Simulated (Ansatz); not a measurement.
AsBH₇NO₂Si (SMILES OB(O)N([SiH3])[AsH2])

The calculation's input:

```
crystal:
  periodic: [false, false, false]
  atoms:
    - { symbol: O, position_ang: [1.3306, -2.1462, -0.039] }
    - { symbol: B, position_ang: [0.6454, -0.9498, -0.6868] }
    - { symbol: O, position_ang: [-0.0069, -1.1081, -2.0139] }
    - { symbol: "N", position_ang: [0.7433, 0.4218, 0.0192] }
    - { symbol: Si, position_ang: [-0.4051, 0.2944, 1.4411] }
    - { symbol: As, position_ang: [0.0303, 1.8013, -1.1524] }
    - { symbol: H, position_ang: [2.2468, -2.0761, -0.3643] }
    - { symbol: H, position_ang: [-0.8742, -1.3397, -1.8093] }
    - { symbol: H, position_ang: [-1.7672, -0.0457, 1.0869] }
    - { symbol: H, position_ang: [0.1075, -0.7212, 2.4055] }
    - { symbol: H, position_ang: [-0.4449, 1.5934, 2.1823] }
    - { symbol: H, position_ang: [1.44268, 2.44331, -1.40263] }
    - { symbol: H, position_ang: [0.04159, 0.95038, -2.51768] }
basis:
  gaussian: { orbitals: def2-SVP }
hamiltonian:
  xc: pbe0
relax:
  f_tol: 0.015
  max_steps: 40
output:
  orbitals: {}
```

Launched as:

```sh
ansatz run input.yaml --threads 2 --pin off --max-ram 3072MiB --backend cpu --events-out ev --progress --plain --runs-dir out
```

The fields are those of the run's last geometry, not of the input's.

These are results of Ansatz, RKS PBE0/def2-SVP, not measurements.

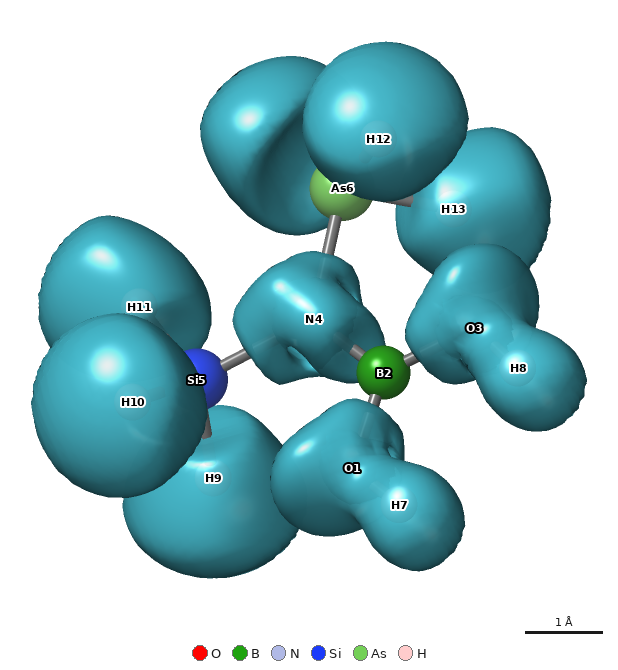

Figure 1. Isosurface of the electron localisation function at 0.75 (cyan), seen at a tilt. Only the valence region is drawn (cores and ρ < 0.01 e/Å³ removed).

Q: Identify the bonds, lone pairs and shells in this picture.

A: The ELF exceeds this value in five regions around hydrogen nuclei, one region on N in which the atom's valence shell and bonds are merged, one lobe on As, pointing away from the bonds (lone pairs) and two joined regions spread over several atoms (H, O), in which their bonds and any lone pairs are merged.


B–O (1.37 Å): the ELF peaks at about 0.90 between the atoms (a short, strongly polar bond). B–N (1.43 Å): the ELF peaks at about 0.90 between the atoms: a polar covalent bond.

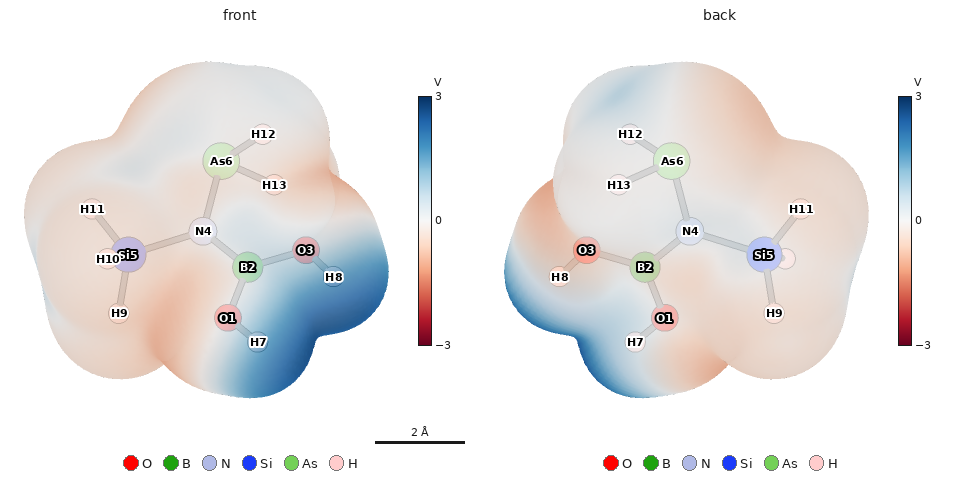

Figure 2. The molecular electrostatic potential painted on the density surface at 0.001 e/bohr³, seen from the front and from behind; red is negative and blue positive.

Q: Which sites attract a positive test charge, and which a negative one?

A: A positive charge is drawn to the negative regions and a negative charge to the positive ones. The most negative region (about −1.0 V) lies over O1 and O3, the most positive (about +2.6 V) over H7 and H8.

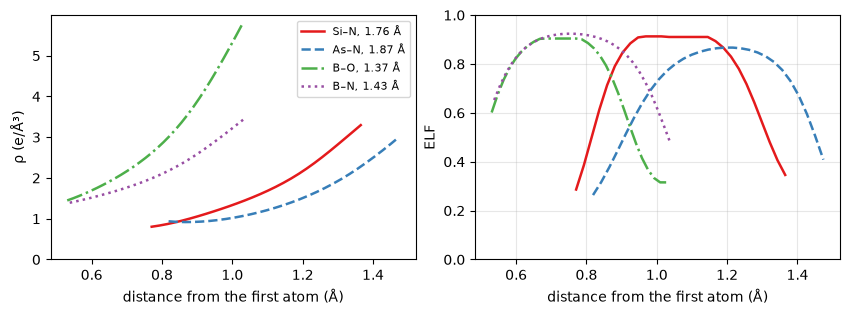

Figure 3. Electron density and ELF along straight lines between neighbouring atoms. The curves leave out the atomic cores.

Q: Compare the contacts.

A: Si–N (1.76 Å): the density is about 1 e/Å³ at the midpoint; the ELF peaks at about 0.90 between the atoms; a polar covalent bond.
As–N (1.87 Å): ρ is about 0.95 e/Å³ halfway; the ELF peaks at about 0.85 between the atoms, as expected for a shared but strongly polarised pair.
B–O (1.37 Å): ρ at the midpoint is about 2.1 e/Å³; the ELF peaks at about 0.90 between the atoms (a polar covalent bond).
B–N (1.43 Å): ρ is about 1.8 e/Å³ halfway; the ELF peaks at about 0.90 between the atoms; a polar covalent bond.
